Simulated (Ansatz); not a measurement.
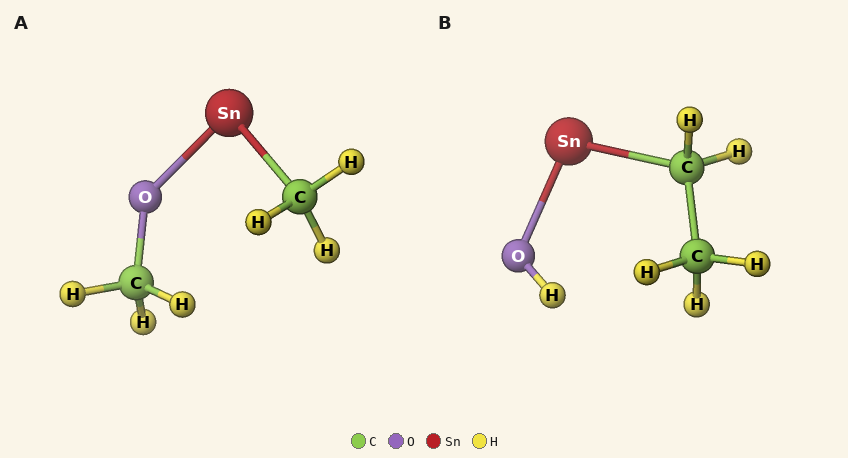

2 stationary structures of one formula. Geometries: PBE0-D4/def2-TZVP. Electronic energies: CCSD(T)/CBS (from def2-TZVPP and def2-QZVPP) (Ansatz 0.2.0), without zero-point energy. Each is one conformer, not always the lowest.

**Are they conformers, stereoisomers or constitutional isomers?**

They are constitutional isomers of C2H6OSn: A `C[O][Sn][CH3]`, B `C[CH2][Sn][OH]`.

**Rank them by energy, lowest first.**

B is lowest (a minimum); A lies 11.0 kcal/mol above it (a minimum).

Give E(B) − E(A) in kcal/mol at these levels too: PBE0-D4/def2-QZVPP; CAM-B3LYP-D4/def2-TZVPP; direct RPA on PBE orbitals (frozen core)/def2-TZVPP; SPW92 (LDA)/def2-TZVPP; RHF-CCSD(T) (frozen core)/def2-QZVPP; RHF-CCSD(T) (frozen core)/def2-TZVPP; r2SCAN0-D4/def2-TZVPP; r2SCAN-D4/def2-TZVPP.

```tsv
level	E(B) − E(A) (kcal/mol)
PBE0-D4/def2-QZVPP	−10.5
CAM-B3LYP-D4/def2-TZVPP	−9.2
direct RPA on PBE orbitals (frozen core)/def2-TZVPP	−9.8
SPW92 (LDA)/def2-TZVPP	−10.6
RHF-CCSD(T) (frozen core)/def2-QZVPP	−10.8
RHF-CCSD(T) (frozen core)/def2-TZVPP	−10.6
r2SCAN0-D4/def2-TZVPP	−10.4
r2SCAN-D4/def2-TZVPP	−10.0
```
